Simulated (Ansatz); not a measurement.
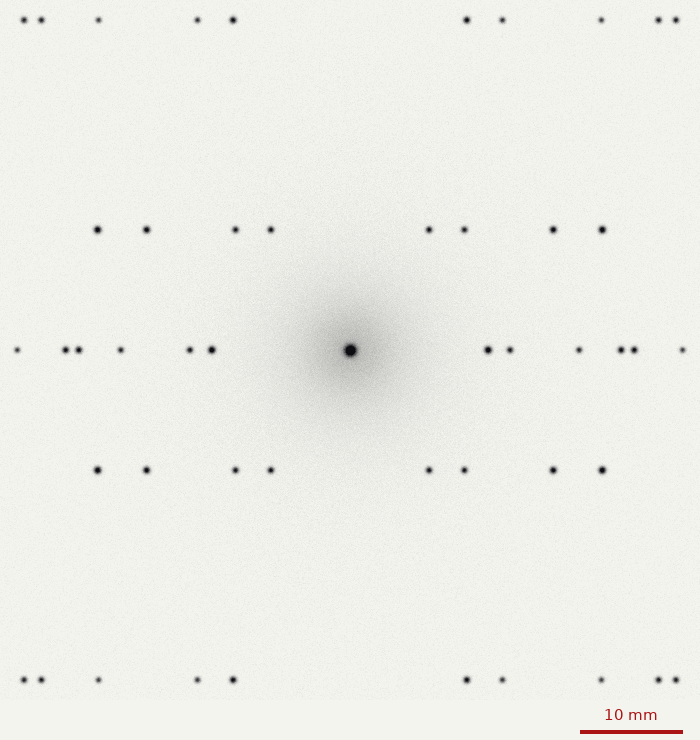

Simulated X-ray rotation photograph: Cu Kα radiation (λ = 1.5418 Å), cylindrical film of radius 30.0 mm unrolled, rotation axis vertical and normal to the beam, kinematic intensities without Lorentz or polarisation factors, the film spanning ±63° about the beam; spots down to d = 1.33 Å.

What lattice repeat along the rotation axis do the layer lines give?

Answer. The first layer line lies 11.9 mm from the equator, so tan ν = 0.395, sin ν = 0.367 and the period is λ/sin ν = 4.20 Å. Further lines follow at 32.5 mm.

The crystal is Sr, space group Fm-3m (No. 225), a = 5.934 Å. Structure: the input geometry of an electronic-structure calculation (not necessarily at equilibrium).

About which axis was it rotated?

Answer. About [110] (or an equivalent direction), whose length in the conventional cell is 8.392 Å; the F centring shortens the period to 1/2 of it.
